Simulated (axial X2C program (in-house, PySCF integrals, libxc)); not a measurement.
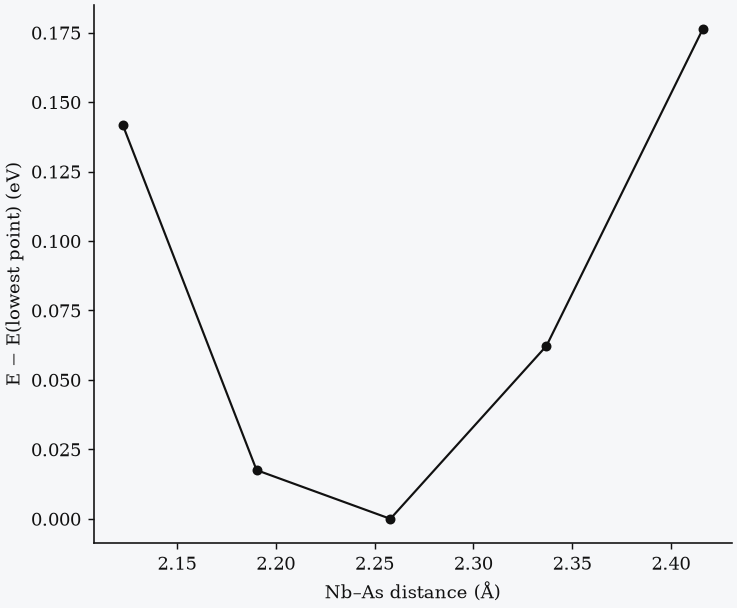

*Energy at 5 bond lengths, for one set of occupations held fixed; the line joins the points.*

A polynomial of degree 3 through 5 points gives rₑ = 2.238 Å, ωₑ = 332.5 cm⁻¹ and Bₑ = 0.08114 cm⁻¹. The minimum lies 2.66 eV below Nb⁺ + As, each computed as one determinant at the same level.

## Run report: NbAs⁺, relativistic diatomic calculation

System: NbAs⁺, single determinant with Ω = 3/2.
Method: PBE0, two-component X2C with atomic mean-field Coulomb and Gaunt terms, Nb dyall-v3z, As dyall-v3z (cores contracted) (axial X2C program (in-house, PySCF integrals, libxc)).

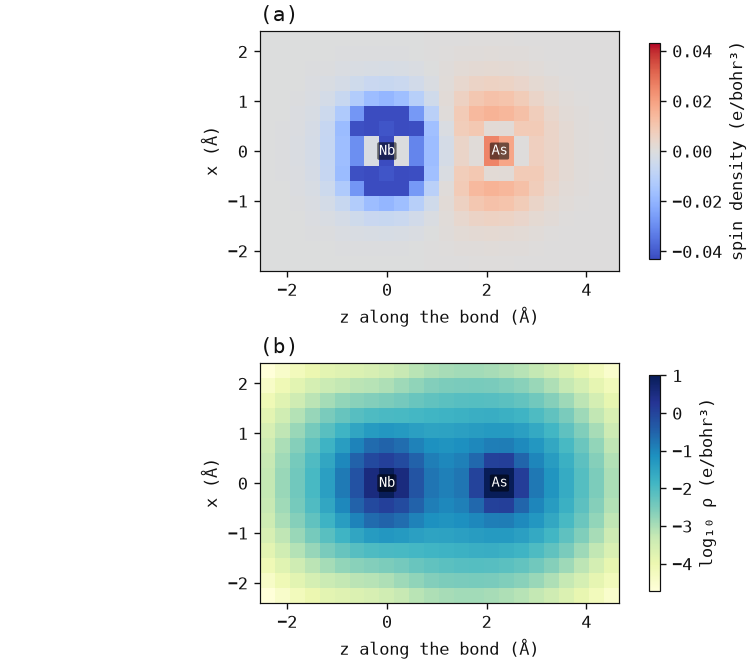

*(a) spin density; (b) electron density on a logarithmic scale, in a plane that holds the axis, at 2.26 Å, on points 0.3 Å apart (one half computed, the other mirrored); the structure near the nuclei is finer than these points.*

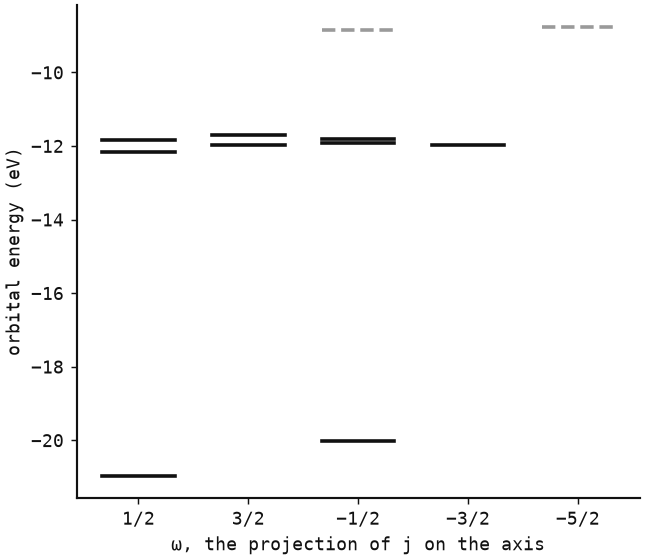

*Orbital energies near the frontier at 2.26 Å, filled (solid) and empty (dashed).*

The highest filled spinor (3/2; 50 % As p, 39 % Nb d) lies at −11.69 eV, the lowest empty one (−1/2; 56 % Nb s, 29 % Nb d) at −8.86 eV.

These pictures come from the run below.

The input:
```
{"zs": [41, 33], "q": 1, "bas": ["dyall-v3z", "dyall-v3z"], "levels": ["PBE0", "HF", "PBEsol", "M06"], "cc": false, "r0": 2.68, "npts": 10, "nst": 2, "ntry": 6}
```

The line is the task of a batch: nuclear charges, charge, bases, the levels to run, a first guess of the distance and further settings. This report covers PBE0 with spin-orbit coupling. The log is that of the reference distance 2.258 Å, started from orbitals converged before.

The run was one of a batch that the task file lists, launched with:
```bash
python <driver script> task.json out
```

The program's output:
```
two-component X2C + atomic mean field  PBE0
basis functions 204  fitting functions 1187  grid points 5799
iter        total energy     max residual
   1      -6077.201213216     4.92e-05
   2      -6077.201213241     4.02e-05
   3      -6077.201213284     9.31e-05
   4      -6077.201213308     1.57e-05
   5      -6077.201213311     9.27e-06
converged
one-electron -9029.69012850  Coulomb 2841.43967404  exact exchange -50.03107188  xc functional -153.45576148  nuclear repulsion 317.08448467  atomic mean-field constant -2.54841015
```

The points of the curve:

```
R (Å)   E (hartree)  dipole (D; origin at the first atom, positive when the second is positive)  highest filled (eV)  lowest empty (eV)
2.123  −6077.195998                                                                       −1.02               −11.82              −8.83
2.190  −6077.200569                                                                       −0.99               −11.80              −8.85
2.258  −6077.201213                                                                       −0.92               −11.69              −8.86
2.337  −6077.198925                                                                       −0.80               −11.59              −8.87
2.416  −6077.194735                                                                       −0.67               −11.50              −8.88
```

Results in brief:

- outcome: converged
- bond length rₑ: 2.238 Å
- ωₑ: 332.5 cm⁻¹
- energy at the minimum: −6077.20135 hartree
- depth below the fragments: 2.66 eV
- hardware: 1 thread of Arm Neoverse N1, 98 GiB of memory available, shared host
- wall time: 25 s
- peak memory: 0.46 GiB

Notes:

Limits: 5 of the 10 points asked for were kept.
